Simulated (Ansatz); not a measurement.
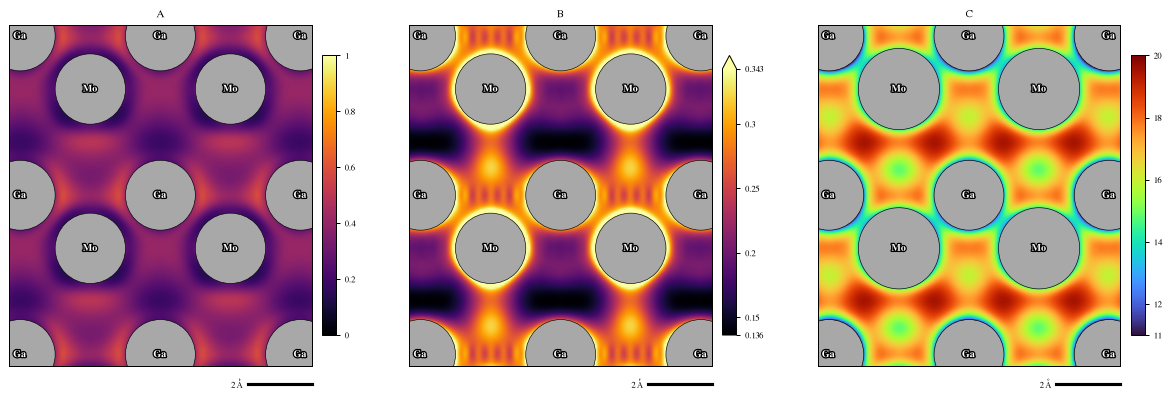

GaMo: 3 fields on the (110) plane of the conventional cell, with unlabelled colour scales. Grey discs cover the atomic cores.

Space group P-6m2; a generated structure, not necessarily the stable one; computed without spin polarisation.

The calculation used DFT PBE, scalar-relativistic, plane waves, PAW (Ansatz).

Match the panels to the quantities (electron localisation function, electrostatic potential energy of an electron and valence pseudo-density).

Panel A: electron localisation function. Panel B: valence pseudo-density. Panel C: electrostatic potential energy of an electron (low next to the atoms, rising into the space between them). From the grid: Ga–Mo (2.75 Å): ρ at the midpoint is about 0.29 e/Å³; the ELF is about 0.30 at the midpoint.
